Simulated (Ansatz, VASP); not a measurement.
# Cross-check of MgS (Niningerite) between VASP and Ansatz, part 2 of 2

Aim: how closely do two programs agree when they are given the same cell, functional and k mesh? The cell is taken from a series of VASP runs on this material, whose earlier steps may have relaxed, scaled or displaced it; both programs get it as it stands. Valence electrons are named where the data sets of a main pair hold unlike numbers.

VASP 6.6.1 and Ansatz 0.2.0.

So far. Step 2 (VASP: band structure, r2SCAN): The run ends at a pressure of -0.46 GPa.

## Step 6: VASP: band structure, LDA

Level of this step: LDA; plane waves and PAW (S, Mg) (VASP).

Levels along a path test the potential and the projectors away from the mesh points. The cell compared in this pair holds 33.50 Å³, against 35.22 Å³ for the pair before.

INCAR reads:

```
SYSTEM = MgS
PREC = Accurate
ENCUT = 350
EDIFF = 1E-06
NELM = 100
ISMEAR = 0
SIGMA = 0.03
LREAL = .FALSE.
ALGO = Normal
GGA = CA
NBANDS = 16
LORBIT = 11
LWAVE = .FALSE.
LCHARG = .FALSE.
KPAR = 4
LASPH = .TRUE.
```

POSCAR reads:

```
MgS
1.0
    0.0000000000      2.5585504375      2.5585504375
    2.5585504375      0.0000000000      2.5585504375
    2.5585504375      2.5585504375      0.0000000000
S Mg
1 1
Direct
    0.5000000000      0.5000000000      0.5000000000
    0.0000000000      0.0000000000      0.0000000000
```

KPOINTS reads:

```
Automatic mesh
0
Gamma
8 8 8
0 0 0
```

KPOINTS_OPT reads:

```
Line mode
10
Line-mode
Reciprocal
  0.00000000   0.00000000   0.00000000 GAMMA
  0.50000000   0.00000000   0.50000000 X

  0.50000000   0.00000000   0.50000000 X
  0.50000000   0.25000000   0.75000000 W

  0.50000000   0.25000000   0.75000000 W
  0.37500000   0.37500000   0.75000000 K

  0.37500000   0.37500000   0.75000000 K
  0.00000000   0.00000000   0.00000000 GAMMA

  0.00000000   0.00000000   0.00000000 GAMMA
  0.50000000   0.50000000   0.50000000 L

  0.50000000   0.50000000   0.50000000 L
  0.62500000   0.25000000   0.62500000 U

  0.62500000   0.25000000   0.62500000 U
  0.50000000   0.25000000   0.75000000 W

  0.50000000   0.25000000   0.75000000 W
  0.50000000   0.50000000   0.50000000 L

  0.50000000   0.50000000   0.50000000 L
  0.37500000   0.37500000   0.75000000 K

  0.62500000   0.25000000   0.62500000 U
  0.50000000   0.00000000   0.50000000 X
```

PAW data sets: S and Mg (LDA family, release 64).

Command:

```sh
mpirun -np 4 vasp_std
```

Numbers of over 12 decimals in the logs are rounded to 6 here.

What it wrote:

```text
[banner, memory and clock lines left out]
running    4 mpi-ranks, on    1 nodes
[...]
LDA part: xc-table for (Slater(with rela. corr.)+CA(PZ))
 , standard interpolation
 POSCAR, INCAR and KPOINTS ok, starting setup
[...]
entering main loop
       N       E                     dE             d eps       ncg     rms          rms(c)
DAV:   1     0.122994797464E+02    0.12299E+02   -0.25615E+03  1016   0.285E+02
DAV:   2    -0.932740842081E+01   -0.21627E+02   -0.20486E+02  1288   0.720E+01
DAV:   3    -0.100111913434E+02   -0.68378E+00   -0.68333E+00  1104   0.119E+01
DAV:   4    -0.100137960430E+02   -0.26047E-02   -0.26047E-02  1216   0.863E-01
[...]
DAV:  10    -0.959198731853E+01    0.37730E-04   -0.99420E-05  1144   0.364E-02    0.856E-02
DAV:  11    -0.959198298575E+01    0.43328E-05   -0.20760E-05  1184   0.153E-02    0.278E-02
DAV:  12    -0.959198294346E+01    0.42291E-07   -0.34127E-07   616   0.300E-03
   1 F= -.95919829E+01 E0= -.95919829E+01  d E =-.508086E-20
 Start KPOINTS_OPT (optional k-point list driver)
k-point batch [1-29\100]
       N       E                     dE             ncg
DAV:   1     0.402037474281E+03   -0.60748E+04     1016
DAV:   2    -0.138835014834E+03   -0.54087E+03     1264
DAV:   3    -0.155544282533E+03   -0.16709E+02     1152
DAV:   4    -0.155610820345E+03   -0.66538E-01     1184
DAV:   5    -0.155611270779E+03   -0.45043E-03     1136
DAV:   6    -0.155611274744E+03   -0.39659E-05     1192
DAV:   7    -0.155611274788E+03   -0.43343E-07      952
[...]
k-point batch [88-100\100]
       N       E                     dE             ncg
DAV:   1     0.369399458744E+04   -0.31980E+04      472
DAV:   2     0.345618649587E+04   -0.23781E+03      592
DAV:   3     0.345042756432E+04   -0.57589E+01      480
DAV:   4     0.345040299689E+04   -0.24567E-01      560
DAV:   5     0.345040281399E+04   -0.18291E-03      504
DAV:   6     0.345040281228E+04   -0.17044E-05      568
DAV:   7     0.345040281227E+04   -0.15961E-07      416
```

OUTCAR, selected parts (step 6):

```text
  Total        0.0041689      0.0041689      0.0041689      0.0000000     -0.0000000      0.0000000
  in kB        0.1993982      0.1993982      0.1993982      0.0000000     -0.0000000      0.0000000
  external PRESSURE =       0.1993982 kB  Pullay stress =       0.0000000 kB

 POSITION                                       TOTAL-FORCE (eV/Angst)
 -----------------------------------------------------------------------------------
      2.55855      2.55855      2.55855        -0.000000     -0.000000      0.000000
      0.00000      0.00000      0.00000         0.000000      0.000000     -0.000000
 -----------------------------------------------------------------------------------
    total drift:                               -0.000000     -0.000000      0.000000

  FREE ENERGIE OF THE ION-ELECTRON SYSTEM (eV)
  ---------------------------------------------------
  free  energy   TOTEN  =        -9.5919829435 eV

  energy  without entropy=       -9.5919829435  energy(sigma->0) =       -9.59198294

[... 1 part as in an earlier step ...]

[... 2 further parts left out ...]
[key lines of the parts left out:]
E-fermi :   4.2288
```

The run ends at a pressure of 0.02 GPa.

## Step 7: Ansatz: band structure, LDA

The same cell, functional (in two slightly different forms), mesh and smearing now go to Ansatz, which takes its cutoff from its data sets.

The cell is taken from a series of VASP runs on this material, whose earlier steps may have relaxed, scaled or displaced it; both programs get it as it stands.

input.yaml reads:

```yaml
crystal:
  lattice:
    - [0.0, 2.5585504375, 2.5585504375]
    - [2.5585504375, 0.0, 2.5585504375]
    - [2.5585504375, 2.5585504375, 0.0]
  atoms:
    - { symbol: S, position: [0.5, 0.5, 0.5] }
    - { symbol: Mg, position: [0.0, 0.0, 0.0] }
hamiltonian:
  xc: lda
  pseudopotentials: { kind: paw }
kpoints:
  mp_grid: { grid: [8, 8, 8] }
  band_path:
    path:
      - [0.0, 0.0, 0.0]
      - [0.16667, 0.0, 0.16667]
      - [0.33333, 0.0, 0.33333]
      - [0.5, 0.0, 0.5]
      - [0.5, 0.08333, 0.58333]
      - [0.5, 0.19444, 0.69444]
      - [0.5, 0.25, 0.75]
      - [0.45833, 0.29167, 0.75]
      - [0.40278, 0.34722, 0.75]
      - [0.375, 0.375, 0.75]
      - [0.20833, 0.20833, 0.41667]
      - [0.08333, 0.08333, 0.16667]
      - [0.0, 0.0, 0.0]
      - [0.22222, 0.22222, 0.22222]
      - [0.38889, 0.38889, 0.38889]
      - [0.51389, 0.47222, 0.51389]
      - [0.55556, 0.38889, 0.55556]
      - [0.61111, 0.27778, 0.61111]
      - [0.61111, 0.25, 0.63889]
      - [0.56944, 0.25, 0.68056]
      - [0.51389, 0.25, 0.73611]
      - [0.5, 0.27778, 0.72222]
      - [0.5, 0.38889, 0.61111]
      - [0.5, 0.47222, 0.52778]
      - [0.48611, 0.48611, 0.52778]
      - [0.43056, 0.43056, 0.63889]
      - [0.38889, 0.38889, 0.72222]
      - [0.59722, 0.19444, 0.59722]
      - [0.55556, 0.11111, 0.55556]
      - [0.5, 0.0, 0.5]
    npoints: 1
scf:
  occupations: { method: gaussian, width: 0.03 }
  n_extra_bands: 7
output:
  forces: true
  stress: true
  eigenvalues: true
```

Command:

```sh
ansatz run input.yaml --threads 2 --pin off --max-ram 4608MiB --backend cpu --events-out ev --progress --plain --runs-dir out
```

What it wrote:

```text
[...]
Crystal: 2 atoms, lattice volume = 33.497 Å³
Basis set: ecut = 420 eV, 645 PW (Γ)
Bands: 15, of which v1, the nominal top of the filled ones, is band 8 counted from 1 (7 counted from 0)
Symmetry: 48 space group operations
[...]
k-points: 29 of 512
[...]
k-point 0: bands = [... 4 lower, -6.1658, 6.7832, 6.7832, 6.7832, 10.6675, 14.5421, 14.5421, 14.5421, ... 3 higher]
  k-point 1: bands = [... 4 lower, -5.9993, 5.6733, 6.6699, 6.6699, 11.4611, 14.2736, 14.8109, 14.8109, ... 3 higher]
  k-point 2: bands = [... 4 lower, -5.5451, 3.7992, 6.4250, 6.4250, 11.7302, 14.4696, 14.4696, 15.1990, ... 3 higher]
  k-point 28: bands = [... 4 lower, -4.2286, 3.2924, 3.2924, 4.2268, 12.0483, 14.6638, 14.6638, 14.8250, ... 3 higher]
[key lines of the parts left out:]
SCF converged after 6 iterations
Free energy (F): -2774.178120 eV
Fermi energy:    8.114307 eV
P = ⅓ Tr σ = 0.5989 GPa (5.989 kbar)
```

It took 0.81 s on 2 threads of Arm Neoverse V1, shared host; peak memory 0.26 GiB.

## Step 8: Comparison

What differs besides the data sets and the points named for the pairs above, as far as they apply: the two LDA forms differ slightly; the data sets hold 16 valence electrons in Ansatz (on its default PAW (the set named soft_2) files) and 8 in VASP; the cutoff is 420 eV in Ansatz and 350 eV in VASP; VASP's log shows a relativistic correction to its local exchange, Ansatz's none. Total energies have different zeros and are not compared.

The two programs side by side:

```
                     quantity  Ansatz   VASP  difference
               pressure (GPa)    0.60   0.02       +0.58
gap over the path points (eV)   2.662  2.664      -0.002
```

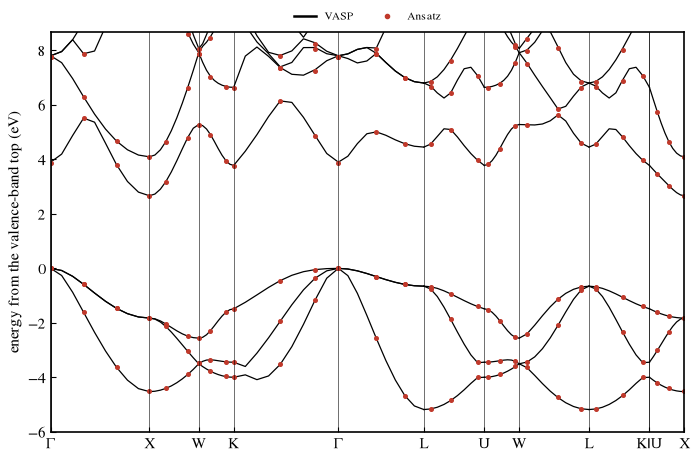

Bands from VASP (lines) and levels from Ansatz (dots). Dots without a line are higher empty bands that the VASP plot leaves out.

Levels at points of the path, from each program's valence-band top (eV; 3 filled, then empty):

```
k (reciprocal lattice)                             Ansatz                               VASP
     0.000 0.000 0.000      0.00 0.00 0.00 3.88 7.76 7.76      0.00 0.00 0.00 3.90 7.80 7.80
     0.167 0.000 0.167   -1.61 -0.58 -0.58 5.50 6.27 7.85   -1.61 -0.58 -0.58 5.51 6.29 7.88
     0.333 0.000 0.333   -3.62 -1.46 -1.46 3.80 4.66 9.96   -3.63 -1.47 -1.47 3.81 4.67 9.97
     0.500 0.000 0.500  -4.51 -1.82 -1.82 2.66 4.09 12.29  -4.52 -1.82 -1.82 2.66 4.09 12.29
     0.500 0.083 0.583  -4.39 -2.13 -2.04 3.18 4.64 11.12  -4.41 -2.13 -2.04 3.18 4.65 11.19
     0.500 0.194 0.694   -3.88 -3.04 -2.48 4.80 6.62 8.62   -3.89 -3.05 -2.49 4.81 6.64 8.65
     0.500 0.250 0.750   -3.49 -3.49 -2.56 5.26 7.88 7.88   -3.50 -3.50 -2.56 5.28 7.91 7.91
     0.458 0.292 0.750   -3.76 -3.35 -2.28 4.90 7.03 8.47   -3.77 -3.35 -2.29 4.91 7.05 8.50
     0.403 0.347 0.750   -3.96 -3.42 -1.60 3.95 6.65 9.45   -3.97 -3.43 -1.61 3.95 6.68 9.50
     0.375 0.375 0.750   -3.98 -3.44 -1.48 3.77 6.62 9.69   -4.00 -3.44 -1.48 3.78 6.64 9.74
```

Among the levels compared at these points, filled levels agree within 14 meV and empty ones within 93 meV.

## Step 9: Ansatz: dielectric response, LDA

The response to a field tests empty states and converges slowly with the mesh. The cell compared in this pair holds 35.22 Å³, against 33.50 Å³ for the pair before.

The cell is taken from a series of VASP runs on this material, whose earlier steps may have relaxed, scaled or displaced it; both programs get it as it stands.

input.yaml reads:

```yaml
crystal:
  lattice:
    - [0.0, 2.60165, 2.60165]
    - [2.60165, 0.0, 2.60165]
    - [2.60165, 2.60165, 0.0]
  atoms:
    - { symbol: S, position: [0.5, 0.5, 0.5] }
    - { symbol: Mg, position: [0.0, 0.0, 0.0] }
hamiltonian:
  xc: lda
  pseudopotentials: { kind: paw }
kpoints:
  mp_grid: { grid: [10, 10, 10] }
scf:
  occupations: { method: fixed }
dielectric:
  method: response
```

What it wrote:

```text
[...]
Crystal: 2 atoms, lattice volume = 35.219 Å³
Basis set: ecut = 420 eV, 701 PW (Γ), exchange–correlation on 50×50×50 points (8 copies of the dense FFT grid, shifted against one another)
Bands: 12, of which v1, the nominal top of the filled ones, is band 8 counted from 1 (7 counted from 0)
Symmetry: 48 space group operations
k-points: 102 of 1000 (irreducible under 8 space group operations, time reversal used)
[...]
site 0:
        -2.33616    0.00000    0.00000
         0.00000   -2.33616   -0.00000
        -0.00000   -0.00000   -2.33616
    site 1:
         2.33616   -0.00000   -0.00000
        -0.00000    2.33616    0.00000
         0.00000    0.00000    2.33616
  Z* charge neutrality: 2.104e-4 e pre-enforcement
  solved inside a basis spanned on kpoints, on 10×10×10 k-points, its susceptibility summed on 14×14×14: ε∞ is read to err by 1.4e-2, Z* by 1.1e-2 e (field_mesh: kpoints solves on kpoints); Z* is corrected for what the basis lacks
[key lines of the parts left out:]
SCF converged after 8 iterations
Free energy (F): -2774.163071 eV
Fermi energy:    6.186892 eV
```

The job ended after 17 s (2 threads; peak memory 0.43 GiB; 32 s of CPU time).

## Step 10: VASP: dielectric response, LDA

The same cell, functional (in two slightly different forms) and mesh now go to VASP, with its own data sets.

INCAR reads:

```
SYSTEM = MgS
PREC = Accurate
ENCUT = 350
EDIFF = 1E-08
NELM = 100
ISMEAR = 0
SIGMA = 0.01
LREAL = .FALSE.
ALGO = Normal
GGA = CA
NBANDS = 10
LORBIT = 11
LWAVE = .FALSE.
LCHARG = .FALSE.
KPAR = 4
LEPSILON = .TRUE.
LPEAD = .TRUE.
```

POSCAR reads:

```
MgS
1.0
    0.0000000000      2.6016500000      2.6016500000
    2.6016500000      0.0000000000      2.6016500000
    2.6016500000      2.6016500000      0.0000000000
S Mg
1 1
Direct
    0.5000000000      0.5000000000      0.5000000000
    0.0000000000      0.0000000000      0.0000000000
```

KPOINTS reads:

```
Automatic mesh
0
Gamma
10 10 10
0 0 0
```

Command:

```sh
mpirun -np 4 vasp_std
```

What it wrote:

```text
[... set-up lines as in an earlier step ...]
 entering main loop
       N       E                     dE             d eps       ncg     rms          rms(c)
DAV:   1     0.128049825297E+02    0.12805E+02   -0.30116E+03  1020   0.469E+02
DAV:   2    -0.919161221870E+01   -0.21997E+02   -0.20826E+02  1210   0.885E+01
DAV:   3    -0.100038632581E+02   -0.81225E+00   -0.81111E+00  1152   0.181E+01
DAV:   4    -0.100080977929E+02   -0.42345E-02   -0.42341E-02  1136   0.156E+00
[...]
DAV:  12    -0.957118007479E+01   -0.17369E-07   -0.38702E-07  1088   0.459E-03    0.127E-02
DAV:  13    -0.957118004129E+01    0.33494E-07   -0.65354E-08  1030   0.134E-03    0.353E-04
DAV:  14    -0.957118004112E+01    0.17138E-09   -0.50074E-09   566   0.341E-04
   1 F= -.95711800E+01 E0= -.95711800E+01  d E =-.187006E-36
 Linear response reoptimize wavefunctions to high precision
DAV:   1    -0.957118004149E+01   -0.36965E-09   -0.43823E-10   590   0.167E-04
DAV:   2    -0.957118004153E+01   -0.34277E-10   -0.33137E-11   528   0.409E-05
 Linear response to external field (no local field effect), progress :
[...]
RMM:  10    -0.475096657992E+00    0.94544E-06   -0.11281E-07  3509   0.100E-04    0.346E-05
RMM:  11    -0.475096630889E+00    0.27103E-07   -0.18332E-09  2485   0.554E-05    0.471E-06
 change of polarisation eV/A/(eV/A) component  2 :     0.281     0.882     0.003
 dielectric tensor                  component  2 :     1.445     5.532     0.016
 Linear response to external field, progress :
  Direction:   3
       N       E                     dE             d eps       ncg     rms          rms(c)
RMM:   1    -0.495288187154E+00   -0.49529E+00   -0.18856E+00  1244   0.282E+00
RMM:   2    -0.503384226807E+00   -0.80960E-02   -0.69623E-03  1223   0.460E-01    0.144E+00
RMM:   3    -0.458454537127E+00    0.44930E-01   -0.41264E-02  3705   0.881E-01    0.719E-01
RMM:   4    -0.464871695959E+00   -0.64172E-02   -0.14472E-02  4145   0.575E-01    0.210E-01
[...]
RMM:   9    -0.475109438340E+00   -0.49269E-05   -0.35143E-08  4047   0.368E-04    0.109E-04
RMM:  10    -0.475108489251E+00    0.94909E-06   -0.12512E-07  3497   0.997E-05    0.349E-05
RMM:  11    -0.475108466807E+00    0.22445E-07   -0.85216E-09  2493   0.553E-05    0.473E-06
 change of polarisation eV/A/(eV/A) component  3 :     0.053     0.216     0.882
 dielectric tensor                  component  3 :     0.275     1.112     5.532
 Born effective charges drift removed
```

OUTCAR, selected parts (step 10):

```text
  Total       -0.8394443     -0.8394443     -0.8394443     -0.0000000      0.0000000      0.0000000
  in kB      -38.1879050    -38.1879050    -38.1879050     -0.0000000      0.0000000      0.0000000
  external PRESSURE =     -38.1879050 kB  Pullay stress =       0.0000000 kB

 MACROSCOPIC STATIC DIELECTRIC TENSOR (including local field effects in DFT)
 ------------------------------------------------------
           5.531781     0.000000     0.000000
           0.000000     5.531781    -0.000000
           0.000000     0.000000     5.531781
 ------------------------------------------------------

[... 2 parts as in an earlier step ...]

[... 1 further part left out ...]
```

Energies printed during the response cycles are not total energies of the cell.

## Step 11: Side by side

What differs besides the data sets and the points named for the pairs above, as far as they apply: VASP's response is taken on the typed mesh, Ansatz refines its own for the field response alone; the data sets hold 16 valence electrons in Ansatz (on its default PAW (the set named soft_2) files) and 8 in VASP. Total energies have different zeros and are not compared.

The two programs side by side:

| quantity | Ansatz | VASP | difference |
| --- | --- | --- | --- |
| ε∞ xx | 5.59 | 5.53 | +1.00 % |
| ε∞ yy | 5.59 | 5.53 | +1.00 % |
| ε∞ zz | 5.59 | 5.53 | +1.00 % |
| Born charge of S1 (mean of the diagonal) (e) | -2.34 | -2.33 | -0.01 |
| Born charge of Mg2 (mean of the diagonal) (e) | 2.34 | 2.33 | +0.01 |

## Step 12: Summary of results

- largest difference of a filled level at the path points (band structure, r2SCAN): 5.3 meV
- largest difference of a filled level at the path points (band structure, LDA): 14 meV
- difference in pressure (band structure, LDA): 0.58 GPa
- difference in ε∞ xx (dielectric response, LDA): 1.00 %

What this shows: The difference in pressure is 0.58 GPa (band structure, LDA), within the 1 GPa picked in this series as the mark of a large difference. The data sets hold unlike numbers of valence electrons (16 in Ansatz and 8 in VASP), so part of the differences comes from the potentials. For band structure, r2SCAN, no further run moves any of the tabulated differences by more than a quarter of its size. 2 further runs of this series are not shown here. How closely two codes agree says nothing of how well the functional describes the real material.

[Lines on the potential files, build, host, timing and source positions are cut from VASP's logs without a mark.]

[Logs are printed without paths, hosts, clocks, repeated set-up lines and the standing remarks that a program may print on its own settings, such as how far it seeks lower states.]

[Hosts, paths, dates, database ids (printed as entryN), source tags and the programs' standing remarks are cut or masked in the printed files.]
